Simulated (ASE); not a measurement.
Pair distribution function (B-P) of BP (zinc blende), cell B32P32, begun in the crystal structure, above the temperature where the real material decomposes or loses its volatile element at ambient pressure [in the run: it stayed crystalline; mean temperature 1665 K (target 1650 K); density 2.87 g/cm³, volume +4 % from the start crystal's], from MD at 1665 K. All values below come from the machine-learned potential CHGNet 0.3.0 (ASE). Volume per atom 12.11 Å³, mean pressure -0.4 GPa. 

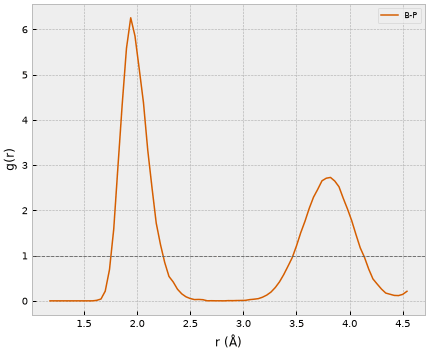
Figure. Pair distribution from the trajectory

### Question
From these data, give the position and height of the first peak of the B-P curve, where the first shell ends and the number of neighbours in it.

### Answer
first peak at 1.95 Å with height 6.3; g is nil from 2.7 to 3.0 Å, so any cut there serves; 4.0 P round each B and 4.0 B round each P in the shell, from n = 4πρ∫r²g(r)dr.
